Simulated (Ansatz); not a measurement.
## Si4NH13: geometry relaxation (part 2 of 3)

The same run, continued: Si4NH13; RKS B3LYP-D4/6-31G* (Ansatz 0.2.0). It belongs to a series of runs on one base structure; here: end point B relaxed.

Geometry of the input (Å):
```
Si 0.2604  -0.6282  -0.2103
H  -0.1706  0.6822  2.0848
Si 2.3335  -0.1509  -1.2046
H  3.0068  -1.3887  -1.6827
H  2.1465  0.7679  -2.3616
H  3.2372  0.5203  -0.2259
Si -0.9561  1.4024  -0.1742
H  -2.3050  1.2511  0.4464
H  -0.2603  2.5430  0.4930
H  -1.1425  1.7615  -1.6122
Si -0.9916  -2.0640  -1.5907
H  -2.0362  -2.7430  -0.7695
H  -1.6843  -1.3072  -2.6717
H  -0.1450  -3.1150  -2.2205
N  0.6394  -1.6484  1.2137
H  -0.1269  -2.0718  1.7258
H  1.3526  -1.3251  1.8560
H  0.0018  0.1233  2.4856
```

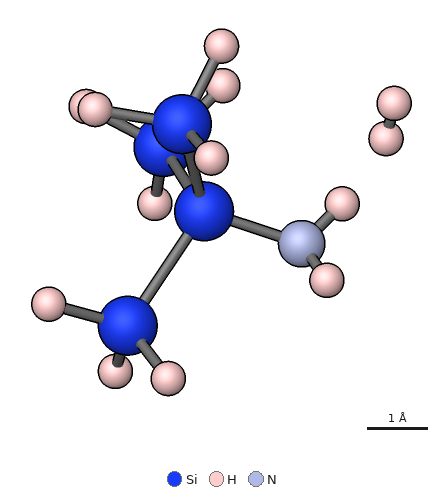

**Figure 1.** The geometry at step 10 of the log (ball-and-stick view, seen at a tilt).

## Trajectory as extended XYZ, continued
```
18
Properties=species:S:1:pos:R:3:forces:R:3 step=4 energy=-33213.06409
Si    0.2857   -0.6966   -0.2993    0.0180  -0.0716   0.0494
H    -0.2663    0.9950    2.5720    0.0175  -0.0334   0.1798
Si    2.3567   -0.1865   -1.2770    0.0391   0.0277   0.0007
H     3.0689   -1.3975   -1.7677   -0.0117  -0.0203   0.0008
H     2.1747    0.7505   -2.4202   -0.0115   0.0021  -0.0036
H     3.2305    0.4844   -0.2704    0.0085   0.0004  -0.0027
Si   -0.9291    1.3358   -0.1821    0.0240  -0.0100  -0.0589
H    -2.2664    1.1861    0.4636    0.0285  -0.0141  -0.0032
H    -0.2102    2.4472    0.5090   -0.0076  -0.0416  -0.0200
H    -1.1479    1.7485   -1.5996   -0.0209   0.0368   0.0208
Si   -0.9882   -2.1093   -1.6730   -0.0563  -0.0566  -0.0170
H    -2.0329   -2.7725   -0.8395   -0.0143  -0.0094   0.0025
H    -1.6835   -1.3446   -2.7446    0.0116   0.0225  -0.0088
H    -0.1725   -3.1760   -2.3138    0.0313  -0.0054   0.0042
N     0.6399   -1.6424    1.1437   -0.0041   0.0486  -0.0574
H    -0.1389   -2.0452    1.6569    0.0435   0.0165  -0.0393
H     1.3324   -1.2854    1.7954   -0.0513  -0.0203  -0.0483
H    -0.0932    0.3176    2.8279   -0.0442   0.1282   0.0008
18
Properties=species:S:1:pos:R:3:forces:R:3 step=5 energy=-33213.09915
Si    0.2884   -0.7066   -0.3233    0.0127  -0.0432  -0.0197
H    -0.2936    1.0685    2.7560    0.0286  -0.0902   0.1196
Si    2.3620   -0.1942   -1.2996    0.0165  -0.0032  -0.0035
H     3.0699   -1.4078   -1.7921   -0.0083  -0.0040   0.0019
H     2.1762    0.7434   -2.4418   -0.0043   0.0011  -0.0045
H     3.2388    0.4755   -0.2944    0.0003  -0.0030  -0.0045
Si   -0.9205    1.3228   -0.1994    0.0011   0.0264  -0.0126
H    -2.2480    1.1634    0.4640    0.0211  -0.0030  -0.0038
H    -0.1874    2.4189    0.5017   -0.0145  -0.0366  -0.0178
H    -1.1611    1.7648   -1.6047   -0.0088   0.0173   0.0231
Si   -0.9876   -2.1258   -1.6940   -0.0086  -0.0340  -0.0100
H    -2.0391   -2.7879   -0.8678   -0.0051  -0.0024   0.0008
H    -1.6719   -1.3548   -2.7685    0.0082   0.0100  -0.0092
H    -0.1656   -3.1918   -2.3299    0.0116  -0.0012   0.0061
N     0.6386   -1.6343    1.1284    0.0010   0.0317   0.0236
H    -0.1396   -2.0495    1.6323    0.0431   0.0211  -0.0277
H     1.3153   -1.2603    1.7873   -0.0510  -0.0258  -0.0426
H    -0.1152    0.3651    2.9272   -0.0437   0.1389  -0.0193
18
Properties=species:S:1:pos:R:3:forces:R:3 step=6 energy=-33213.11919
Si    0.2893   -0.7152   -0.3513    0.0056  -0.0135   0.0146
H    -0.3188    1.1331    2.9436    0.0177  -0.0566   0.0619
Si    2.3645   -0.2074   -1.3275    0.0033  -0.0184   0.0001
H     3.0645   -1.4262   -1.8201   -0.0039   0.0100   0.0004
H     2.1759    0.7302   -2.4695    0.0046  -0.0024  -0.0064
H     3.2449    0.4602   -0.3241   -0.0010  -0.0047  -0.0084
Si   -0.9143    1.3142   -0.2076   -0.0135   0.0318  -0.0196
H    -2.2308    1.1441    0.4747    0.0156   0.0014  -0.0020
H    -0.1676    2.3950    0.5020   -0.0109  -0.0331  -0.0109
H    -1.1786    1.7862   -1.5992   -0.0032   0.0069   0.0256
Si   -0.9793   -2.1444   -1.7204    0.0139  -0.0142   0.0006
H    -2.0403   -2.8014   -0.9016    0.0012   0.0010  -0.0101
H    -1.6473   -1.3700   -2.8034    0.0074  -0.0099  -0.0059
H    -0.1471   -3.2119   -2.3426   -0.0091   0.0075   0.0083
N     0.6319   -1.6191    1.1169    0.0041   0.0156   0.0155
H    -0.1453   -2.0437    1.6136    0.0332   0.0233  -0.0186
H     1.2951   -1.2297    1.7800   -0.0399  -0.0208  -0.0331
H    -0.1373    0.4152    3.0180   -0.0251   0.0759  -0.0118
18
Properties=species:S:1:pos:R:3:forces:R:3 step=7 energy=-33213.12963
Si    0.2873   -0.7169   -0.3764   -0.0244   0.0206  -0.0894
H    -0.3358    1.1807    3.1371    0.0277  -0.1151   0.0227
Si    2.3656   -0.2247   -1.3547    0.0199   0.0017  -0.0133
H     3.0626   -1.4457   -1.8465   -0.0173   0.0011   0.0065
H     2.1848    0.7108   -2.4998   -0.0025  -0.0017  -0.0054
H     3.2527    0.4406   -0.3560   -0.0048  -0.0015   0.0008
Si   -0.9174    1.3102   -0.2179    0.0004   0.0493   0.0050
H    -2.2186    1.1306    0.4907    0.0098  -0.0036  -0.0115
H    -0.1459    2.3587    0.5127   -0.0174  -0.0072  -0.0174
H    -1.2080    1.8295   -1.5884    0.0138  -0.0233   0.0419
Si   -0.9667   -2.1626   -1.7419    0.0057  -0.0232  -0.0236
H    -2.0434   -2.8129   -0.9378    0.0084   0.0099  -0.0055
H    -1.6155   -1.3983   -2.8447    0.0103  -0.0098   0.0069
H    -0.1285   -3.2375   -2.3445   -0.0090   0.0149   0.0188
N     0.6259   -1.5962    1.1030    0.0040  -0.0247   0.0677
H    -0.1512   -2.0201    1.5990    0.0108   0.0039   0.0010
H     1.2801   -1.1931    1.7653   -0.0055  -0.0076  -0.0039
H    -0.1683    0.4562    3.0821   -0.0298   0.1163  -0.0013
18
Properties=species:S:1:pos:R:3:forces:R:3 step=8 energy=-33213.10009 accepted=F
Si    0.2761   -0.7165   -0.4261    0.1537   0.0748   0.7022
H    -0.3332    1.1752    3.3370   -0.0076   0.0342   0.0324
Si    2.3576   -0.2161   -1.3978   -0.1314  -0.1647   0.0822
H     2.9934   -1.4846   -1.8533    0.0979   0.0857  -0.0378
H     2.1821    0.7028   -2.5575    0.0430  -0.0162   0.0107
H     3.2346    0.4393   -0.3838    0.0316  -0.0038  -0.0608
Si   -0.8910    1.3320   -0.1805   -0.1098  -0.2088  -0.2648
H    -2.2048    1.1163    0.4924    0.0081   0.0522   0.0331
H    -0.1637    2.4212    0.5313    0.0560  -0.0913   0.0365
H    -1.1627    1.8053   -1.5660   -0.0698   0.1284  -0.0376
Si   -0.9486   -2.1912   -1.7830   -0.0580   0.1065   0.1106
H    -2.0426   -2.7946   -0.9668    0.0011  -0.0310  -0.0485
H    -1.5669   -1.4413   -2.9117    0.0158  -0.0562  -0.0303
H    -0.0902   -3.2849   -2.3156   -0.0194   0.0184  -0.0114
N     0.6100   -1.5749    1.0963   -0.0056   0.0665  -0.4358
H    -0.1639   -1.9933    1.6005   -0.0284   0.0188  -0.0318
H     1.2677   -1.1668    1.7508    0.0131   0.0310  -0.0185
H    -0.1941    0.4815    3.1152    0.0098  -0.0444  -0.0303
18
Properties=species:S:1:pos:R:3:forces:R:3 step=9 energy=-33213.13451
Si    0.2845   -0.7090   -0.3844   -0.0039  -0.0032  -0.0112
H    -0.3395    1.1629    3.2355    0.0123  -0.0550   0.0125
Si    2.3636   -0.2270   -1.3671   -0.0019   0.0008  -0.0054
H     3.0486   -1.4580   -1.8486   -0.0017  -0.0027   0.0001
H     2.1855    0.6992   -2.5202   -0.0004  -0.0023  -0.0018
H     3.2548    0.4406   -0.3739   -0.0005  -0.0005  -0.0013
Si   -0.9189    1.3177   -0.2148    0.0032   0.0073   0.0042
H    -2.2203    1.1298    0.4896   -0.0021  -0.0014  -0.0018
H    -0.1518    2.3646    0.5192   -0.0009   0.0033  -0.0029
H    -1.2077    1.8385   -1.5823    0.0004  -0.0009   0.0007
Si   -0.9610   -2.1652   -1.7460    0.0051   0.0008  -0.0065
H    -2.0522   -2.7974   -0.9484   -0.0016   0.0034  -0.0015
H    -1.5875   -1.4157   -2.8707    0.0039  -0.0053  -0.0024
H    -0.1160   -3.2513   -2.3147    0.0006  -0.0029   0.0048
N     0.6249   -1.5891    1.0985    0.0028   0.0180   0.0054
H    -0.1532   -2.0026    1.6008   -0.0081  -0.0081   0.0047
H     1.2849   -1.1883    1.7563    0.0055  -0.0009  -0.0001
H    -0.1790    0.4597    3.0528   -0.0126   0.0498   0.0024
18
Properties=species:S:1:pos:R:3:forces:R:3 step=10 energy=-33213.13754
Si    0.2813   -0.7016   -0.3878    0.0010   0.0056  -0.0090
H    -0.3271    1.1133    3.3214    0.0190  -0.0815  -0.0108
Si    2.3607   -0.2278   -1.3732   -0.0012  -0.0007  -0.0053
H     3.0414   -1.4638   -1.8480   -0.0001  -0.0015   0.0000
H     2.1844    0.6919   -2.5319    0.0000  -0.0012  -0.0020
H     3.2545    0.4429   -0.3846   -0.0001   0.0003  -0.0012
Si   -0.9227    1.3251   -0.2263    0.0018  -0.0012   0.0073
H    -2.2246    1.1367    0.4769   -0.0024   0.0005  -0.0018
H    -0.1575    2.3746    0.5058    0.0008   0.0020  -0.0007
H    -1.2098    1.8405   -1.5957   -0.0031   0.0055  -0.0057
Si   -0.9575   -2.1662   -1.7460    0.0027  -0.0029  -0.0022
H    -2.0623   -2.7830   -0.9553   -0.0017   0.0025  -0.0017
H    -1.5652   -1.4270   -2.8877    0.0045  -0.0031  -0.0017
H    -0.1109   -3.2634   -2.2904    0.0000  -0.0027   0.0041
N     0.6209   -1.5709    1.1014   -0.0013   0.0091   0.0187
H    -0.1553   -1.9893    1.6027   -0.0033  -0.0040   0.0002
H     1.2771   -1.1650    1.7599    0.0046  -0.0050  -0.0088
H    -0.1678    0.4422    3.0400   -0.0211   0.0782   0.0206
18
Properties=species:S:1:pos:R:3:forces:R:3 step=11 energy=-33213.13125 accepted=F
Si    0.2784   -0.6944   -0.3939   -0.0006  -0.0093   0.0163
H    -0.3141    1.0561    3.4554    0.1446  -0.6429  -0.4602
Si    2.3578   -0.2284   -1.3836   -0.0017  -0.0074   0.0028
H     3.0337   -1.4706   -1.8496    0.0024   0.0037  -0.0003
H     2.1832    0.6834   -2.5488   -0.0013  -0.0025   0.0013
H     3.2527    0.4462   -0.3988    0.0035   0.0010  -0.0044
Si   -0.9257    1.3332   -0.2378   -0.0031  -0.0023   0.0015
H    -2.2290    1.1448    0.4631    0.0009  -0.0008   0.0015
H    -0.1614    2.3836    0.4938    0.0026  -0.0025   0.0032
H    -1.2126    1.8489   -1.6070   -0.0011   0.0032  -0.0101
Si   -0.9521   -2.1704   -1.7471   -0.0054   0.0008  -0.0027
H    -2.0735   -2.7678   -0.9643    0.0035   0.0039  -0.0066
H    -1.5369   -1.4424   -2.9082    0.0053  -0.0098   0.0006
H    -0.1042   -3.2814   -2.2620   -0.0055   0.0061   0.0063
N     0.6161   -1.5565    1.1012   -0.0020   0.0278   0.0035
H    -0.1597   -1.9676    1.6096    0.0047   0.0017  -0.0077
H     1.2833   -1.1575    1.7529   -0.0021  -0.0054  -0.0106
H    -0.1765    0.4499    3.0064   -0.1450   0.6350   0.4654
18
Properties=species:S:1:pos:R:3:forces:R:3 step=12 energy=-33213.13981
Si    0.2802   -0.6963   -0.3899   -0.0015  -0.0011  -0.0045
H    -0.3259    1.0737    3.3829    0.0103  -0.0452  -0.0056
Si    2.3587   -0.2285   -1.3803    0.0011   0.0007  -0.0031
H     3.0383   -1.4680   -1.8477   -0.0014  -0.0005   0.0003
H     2.1814    0.6835   -2.5449   -0.0008  -0.0020  -0.0003
H     3.2538    0.4480   -0.3969    0.0013   0.0010  -0.0015
Si   -0.9247    1.3302   -0.2303    0.0016   0.0032   0.0017
H    -2.2290    1.1399    0.4684    0.0006  -0.0006  -0.0026
H    -0.1618    2.3778    0.5072   -0.0001  -0.0012  -0.0020
H    -1.2078    1.8495   -1.5994   -0.0017   0.0021  -0.0002
Si   -0.9546   -2.1673   -1.7449    0.0015  -0.0024  -0.0031
H    -2.0734   -2.7672   -0.9609   -0.0019   0.0020  -0.0018
H    -1.5430   -1.4372   -2.9025    0.0044  -0.0034  -0.0003
H    -0.1090   -3.2768   -2.2660   -0.0015   0.0008   0.0051
N     0.6197   -1.5604    1.1025   -0.0074   0.0099  -0.0024
H    -0.1561   -1.9749    1.6077    0.0028  -0.0012   0.0043
H     1.2835   -1.1591    1.7557    0.0048  -0.0025   0.0021
H    -0.1706    0.4426    3.0207   -0.0123   0.0405   0.0139
18
Properties=species:S:1:pos:R:3:forces:R:3 step=13 energy=-33213.14054
Si    0.2790   -0.6932   -0.3928    0.0057   0.0067   0.0122
H    -0.3237    1.0355    3.4452    0.0505  -0.2113  -0.1455
Si    2.3574   -0.2289   -1.3854   -0.0027  -0.0059  -0.0068
H     3.0338   -1.4723   -1.8473    0.0024   0.0021  -0.0011
H     2.1779    0.6768   -2.5545    0.0016  -0.0014  -0.0008
H     3.2558    0.4518   -0.4077   -0.0025   0.0001  -0.0008
Si   -0.9249    1.3341   -0.2344   -0.0021  -0.0018  -0.0042
H    -2.2298    1.1404    0.4621    0.0006   0.0034  -0.0003
H    -0.1623    2.3796    0.5063   -0.0009  -0.0016  -0.0008
H    -1.2075    1.8569   -1.6024   -0.0001   0.0008   0.0010
Si   -0.9535   -2.1686   -1.7449    0.0037  -0.0062  -0.0030
H    -2.0836   -2.7559   -0.9674    0.0011   0.0037  -0.0024
H    -1.5261   -1.4462   -2.9155    0.0058  -0.0034   0.0028
H    -0.1073   -3.2868   -2.2464   -0.0052   0.0017   0.0039
N     0.6196   -1.5503    1.1037   -0.0139   0.0092  -0.0183
H    -0.1548   -1.9624    1.6131    0.0067   0.0013   0.0068
H     1.2897   -1.1517    1.7520    0.0010  -0.0017   0.0038
H    -0.1801    0.4506    2.9978   -0.0515   0.2045   0.1534
18
Properties=species:S:1:pos:R:3:forces:R:3 step=14 energy=-33213.14281
Si    0.2771   -0.6854   -0.3957   -0.0128  -0.0062   0.0177
H    -0.3248    0.9658    3.5017   -0.0040   0.0082   0.0177
Si    2.3549   -0.2296   -1.3923    0.0062   0.0021  -0.0042
H     3.0315   -1.4755   -1.8468    0.0004  -0.0020   0.0001
H     2.1789    0.6697   -2.5669   -0.0026  -0.0009   0.0004
H     3.2528    0.4555   -0.4173    0.0004   0.0005  -0.0014
Si   -0.9277    1.3421   -0.2440    0.0064  -0.0103  -0.0028
H    -2.2325    1.1491    0.4526   -0.0004   0.0031  -0.0021
H    -0.1637    2.3856    0.4982   -0.0018   0.0022  -0.0014
H    -1.2085    1.8642   -1.6125   -0.0019   0.0044   0.0004
Si   -0.9524   -2.1697   -1.7414    0.0030   0.0055   0.0054
H    -2.0975   -2.7363   -0.9711   -0.0028   0.0008  -0.0002
H    -1.5031   -1.4572   -2.9280    0.0016  -0.0017  -0.0033
H    -0.1106   -3.3017   -2.2174    0.0009  -0.0031   0.0017
N     0.6180   -1.5301    1.1066    0.0274   0.0070  -0.0295
H    -0.1476   -1.9452    1.6251   -0.0214  -0.0006   0.0072
H     1.3030   -1.1415    1.7449   -0.0013   0.0045   0.0039
H    -0.1882    0.4496    2.9856    0.0027  -0.0136  -0.0095
18
Properties=species:S:1:pos:R:3:forces:R:3 step=15 energy=-33213.14344
Si    0.2759   -0.6772   -0.4037    0.0073   0.0172   0.0115
H    -0.3375    0.8865    3.5894    0.0200  -0.0731  -0.0846
Si    2.3547   -0.2298   -1.4026   -0.0123  -0.0043  -0.0204
H     3.0269   -1.4815   -1.8480    0.0053   0.0029  -0.0024
H     2.1711    0.6586   -2.5843    0.0105  -0.0004  -0.0026
H     3.2577    0.4634   -0.4380   -0.0079  -0.0016   0.0005
Si   -0.9257    1.3527   -0.2657   -0.0149   0.0089   0.0141
H    -2.2322    1.1629    0.4287   -0.0040  -0.0023   0.0018
H    -0.1653    2.3971    0.4789    0.0087  -0.0021   0.0040
H    -1.2077    1.8817   -1.6312    0.0073  -0.0104  -0.0087
Si   -0.9540   -2.1715   -1.7375    0.0079  -0.0139  -0.0079
H    -2.1196   -2.7103   -0.9774    0.0057   0.0069  -0.0017
H    -1.4749   -1.4791   -2.9501    0.0067  -0.0013   0.0114
H    -0.1153   -3.3225   -2.1739   -0.0086   0.0031   0.0027
N     0.6228   -1.5048    1.1053    0.0196  -0.0108  -0.0060
H    -0.1355   -1.9199    1.6340   -0.0250   0.0030   0.0025
H     1.3172   -1.1170    1.7338   -0.0044   0.0079  -0.0028
H    -0.1991    0.4198    3.0236   -0.0218   0.0702   0.0886
```
